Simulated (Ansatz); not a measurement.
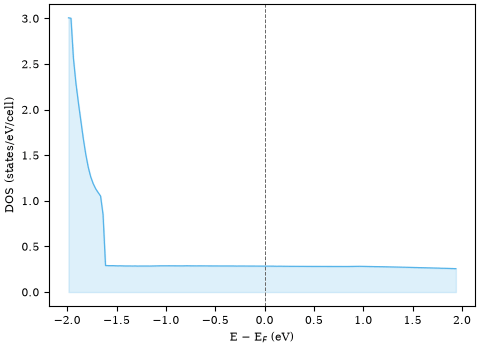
Density of states of Au (Fm-3m) near the Fermi level, PBEsol, rigid bands in Ansatz (a quantum-chemistry and plane-wave program).

**Question.** With 1 atom a cell, what bare Sommerfeld coefficient γ = (π²/3) k_B² N(E_F) follows?

**Answer.** N(E_F) ≈ 0.28 states/eV a cell at 300 K, so γ ≈ 0.67 mJ/(mol of atoms·K²), before electron-phonon enhancement.

**Question.** How far does the Fermi level move in a rigid band for 0.1 electron a cell added or removed?

**Answer.** 353 meV and -351 meV.

A metal at this level (no band gap); rigid bands, thermally averaged at 300 K, both spins. Spin-orbit coupling is left out, which matters with elements this heavy. Geometry: cell and atoms relaxed with PBEsol.
